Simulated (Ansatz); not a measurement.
# InH₂+ (triplet): the correlation ladder at scale of all distances = 2.367, def2-TZVPP

Aim: climb from Hartree-Fock through coupled cluster and multireference methods for InH₂+ (triplet) at one geometry and basis, and see what each rung misses.

Method: def2-TZVPP, core rule «outside noble gas», up to 9 orbitals frozen; program: Ansatz 0.2.0, Gaussian basis.

The runs, in order: UHF; CCSD(T) on ROHF; CCSD(T) on UHF; BCCD(T) on ROHF; CCSDT(Q) on ROHF; CCSDT(Q) on UHF; CASSCF and NEVPT2, 4 electrons in 4 orbitals; CASSCF and MRCISD+Q, 4 electrons in 6 orbitals; CASSCF and NEVPT2, 4 electrons in 6 orbitals; Full CI.

12 further runs of the same task are left out: 9 that didn't finish, 3 set aside as unsound or not needed.

## 1. The geometry

The geometry derives from a PBE0/def2-TZVP stationary point (not a proven minimum). All distances are scaled together. No spin-orbit coupling is included. Elements past krypton take def2 core potentials.

3 atoms, charge 1, spin multiplicity 3.

Atoms are counted from 1 here; the program's logs count them from 0.

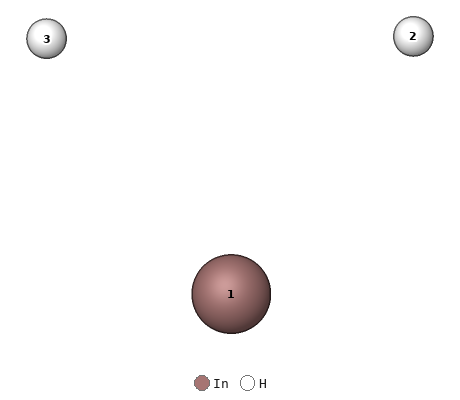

The geometry (indium brown, hydrogen white); atoms are numbered from 1 in the order of the file.

## 2. UHF

The input, in.yaml:

```yaml
crystal:
  periodic: [false, false, false]
  atoms:
    - {symbol: In, position_ang: [0.000000, 0.000000, -0.065338]}
    - {symbol: H, position_ang: [0.000000, 2.706175, 3.721431]}
    - {symbol: H, position_ang: [0.000000, -2.706175, 3.721431]}
basis:
  gaussian: {orbitals: def2-TZVPP}
total_charge: 1
magnetization: {spin_polarized: true, initial_magnetization: 2}
hamiltonian: {xc: hf}
output: {orbitals: {seedname: orbitals}}
```

On the command line:

```console
> ansatz run in.yaml --threads 1 --pin off --events-out ev --progress --plain --max-ram 2393MiB
```

After this run come: CCSD(T) on ROHF; CCSD(T) on UHF; BCCD(T) on ROHF; CCSDT(Q) on ROHF; CCSDT(Q) on UHF; CASSCF and NEVPT2, 4 electrons in 4 orbitals; CASSCF and MRCISD+Q, 4 electrons in 6 orbitals; CASSCF and NEVPT2, 4 electrons in 6 orbitals; Full CI.

Q: Predict the results of all the runs planned. Wanted: FCI below the RHF energy; RMP2 from FCI; UMP2 from FCI; RCCSD from FCI; RCCSD(T) from FCI; UCCSD(T) from FCI; RCCSDT(Q) from FCI; UCCSDT(Q) from FCI; NEVPT2 pair from FCI.

**Answer**, as computed:

| quantity | value |
| --- | --- |
| FCI below the RHF energy | -0.8970 eV |
| RMP2 from FCI | +24.8 kJ/mol |
| UMP2 from FCI | +24.8 kJ/mol |
| RCCSD from FCI | 0.0 kJ/mol |
| RCCSD(T) from FCI | 0.0 kJ/mol |
| UCCSD(T) from FCI | 0.0 kJ/mol |
| RCCSDT(Q) from FCI | 0.0 kJ/mol |
| UCCSDT(Q) from FCI | 0.0 kJ/mol |
| NEVPT2 pair from FCI | +26.2 kJ/mol |
| NEVPT2 valence from FCI | +1.7 kJ/mol |
| MRCISD+Q valence from FCI | +0.1 kJ/mol |
| levels within 1 kcal/mol (43 meV) | RCCSD, UCCSD, RCCSD(T), UCCSD(T), BCCD(T), RCCSDT, UCCSDT, RCCSDT(Q), UCCSDT(Q), NEVPT2 valence, MRCISD valence, MRCISD+Q valence |
| T1 diagnostic | 0.004 |
| effectively unpaired electrons | 2.04 |

**Reading.** RCCSD(T) lands 0.0 kJ/mol from the yardstick (0.0 % of the correlation energy). One determinant dominates. Of the multireference levels listed MRCISD+Q valence comes nearest in total energy (+0.1 kJ/mol), which doesn't show that its space is the better one. These misses are within one basis, not against nature; the frozen cores of restricted and unrestricted runs differ, which can shift their rows.
